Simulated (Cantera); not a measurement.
A closed system holds: 1 mol SiO2, 2.7 mol C, 0.21 mol N2, held at 10.0 mbar.

Cantera equilibrium calculation (NASA polynomials, part measured and part estimated; ideal gas, pure solids and liquids). Candidate condensed phases: C, Si, SiC, SiO2, Si2N2O, Si3N4; 34 gas species. N2 is the only nitrogen source here; it is nearly inert below about 1500 K, so the nitride shown seldom forms there in practice. Mutual solubility and eutectic melting of coexisting phases are not modelled. The tables hold silica as quartz up to 1696 K and as liquid above; real silica turns to tridymite and cristobalite and melts near 1996 K. The numbers say what is thermodynamically allowed, not how fast it happens.

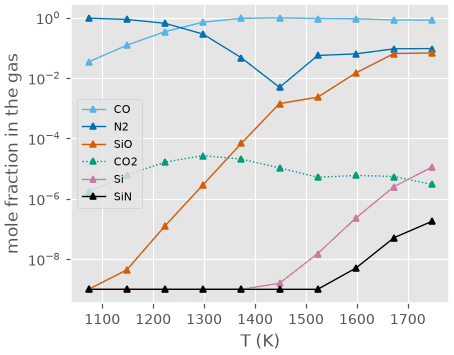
Equilibrium gas composition (values under 1e-9 drawn at 1e-9)

Question: Read off the mole fractions at 1748 K.

Answer: CO about 0.84, N2 about 0.095, SiO about 0.068, Si about 1.1e-5, CO2 about 3.0e-6, SiN about 1.8e-7.
